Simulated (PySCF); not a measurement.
C2H11FSSi3

```
atom    x (Å)    y (Å)    z (Å)
   C   3.6390   0.6331  -0.5448
  Si   2.0207   0.2996   0.3687
   S   0.6507  -0.4578  -1.1098
  Si  -1.1963  -0.6950  -0.0111
  Si  -2.2777   1.3013   0.4665
   C  -2.2322  -1.7467  -1.2359
   F  -3.5182  -1.8826  -0.7465
   H   3.4986   1.3681  -1.3327
   H   4.0201  -0.2735  -1.0074
   H   4.3983   1.0093   0.1341
   H   2.1591  -0.7219   1.4030
   H   1.4211   1.5057   0.9357
   H  -0.8669  -1.5754   1.1173
   H  -1.4136   2.1936   1.2491
   H  -2.6573   2.0241  -0.7511
   H  -3.4877   1.0579   1.2502
   H  -1.8439  -2.7582  -1.3759
   H  -2.3224  -1.2753  -2.2178
```

Geometry: GFN2-xTB.

Computed with CAM-B3LYP/def2-SVPD, SCF density, gas phase in PySCF 2.14.0.

Predict the electron density and electron localisation function between the atoms.

C–Si (1.89 Å): ρ at the midpoint is about 0.95 e/Å³; the ELF peaks at about 0.95 between the atoms (a covalent bond).
Si–S (2.15 Å): ρ is about 0.79 e/Å³ halfway; the ELF peaks at about 0.90 between the atoms; localised, covalent bonding.
C–H (1.09 Å): the density is about 1.9 e/Å³ at the midpoint; the ELF climbs to about 1 towards the hydrogen, as it does in any bond to H (an ordinary covalent bond to hydrogen).

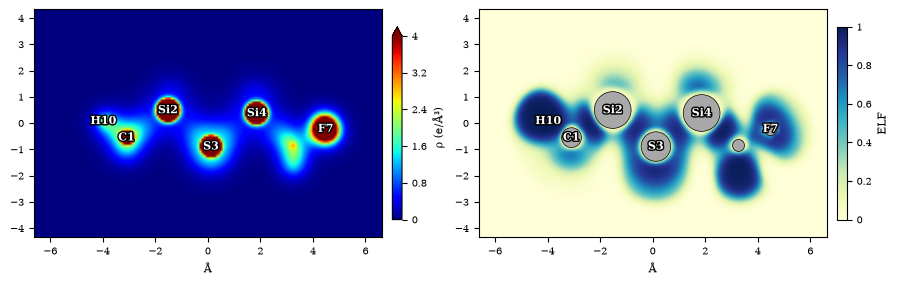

Computed electron density and electron localisation function on the plane of atoms C1, Si2 and S3, in this order. Grey discs cover the atomic cores in the ELF map. 
